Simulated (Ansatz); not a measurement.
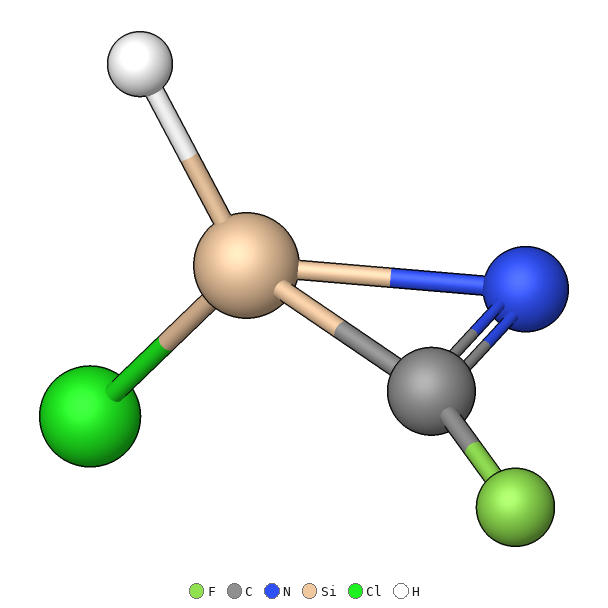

Sticks follow a distance rule. Harmonic vibrations computed with RKS PBE0-D4/def2-TZVP (Ansatz 0.2.0) at a stationary point of the same level.

### Minimum or transition state?

A minimum: no imaginary frequency, and the lowest mode lies at 141 cm⁻¹.

### List the wavenumbers.

12 modes: 141, 229, 375, 447, 550, 598, 732, 786, 832, 1320, 1678, 2309 cm⁻¹.
